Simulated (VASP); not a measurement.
Band structure of PbS. All values below come from PBEsol GGA, VASP's PBE PAW potentials (set 64) (plane waves; VASP).

The cell holds a wide vacuum, so values per volume refer to the whole cell. Unless said otherwise, spin-orbit coupling is left out, though it shifts the bands of the heavy elements here.

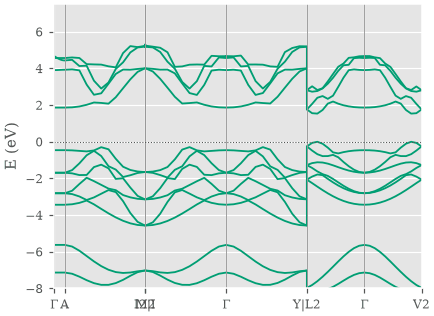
*Bands along high-symmetry lines, zero at the valence-band maximum or, without a gap, the Fermi level*

**Question.** Read the plot: is there a gap, and where are the band edges?

**Answer.** The gap is direct, 1.54 eV, from the valence maximum at L2-Γ at 0.18 to the conduction minimum at L2-Γ at 0.18. (Edges off the drawn lines would not show.)

The cell is a sheet with vacuum, built from a database entry that may be metastable or hypothetical.
